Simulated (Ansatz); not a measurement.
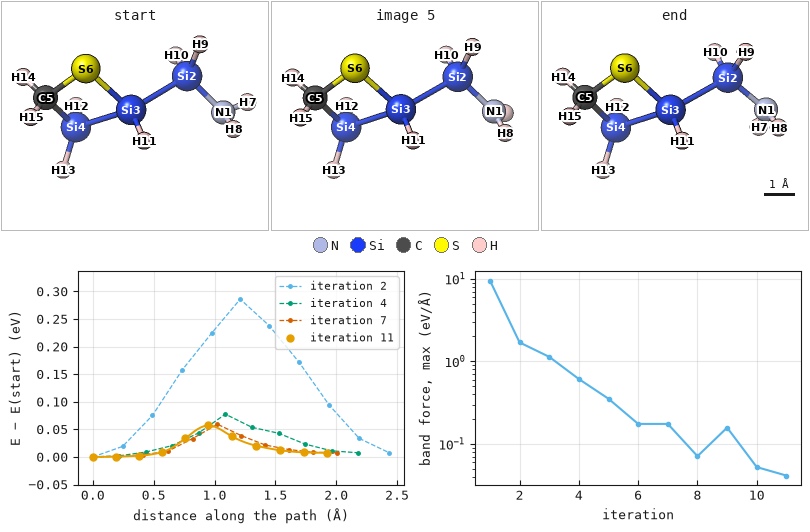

A nudged-elastic-band calculation for CH9NSSi3. Images are numbered from 0 (start) to 10 (end). The plot follows the band through its iterations. A ball-and-stick model, seen from a free direction.

These are results of Ansatz 0.2.0, RKS PBE0/cc-pVDZ, not measurements. Settings: 9 movable images; climbing image; force threshold 0.05 eV/Å; iteration limit 17; starting path through a guess of the saddle point.

Did the band converge, and can the barrier be trusted?

Answer. The result is final at these settings. The band converged in 11 iterations. The largest component of the band force went from 9.5 to 0.041 eV/Å. The climbing image converged on the top of the path. Its vibrational analysis gives one imaginary mode (364i cm⁻¹), as a transition state must have. The first iteration put the highest image at 1.080 eV. The highest point, image 5, lies 0.057 eV above the start and 0.050 eV above the end; the end is at +0.007 eV relative to the start.
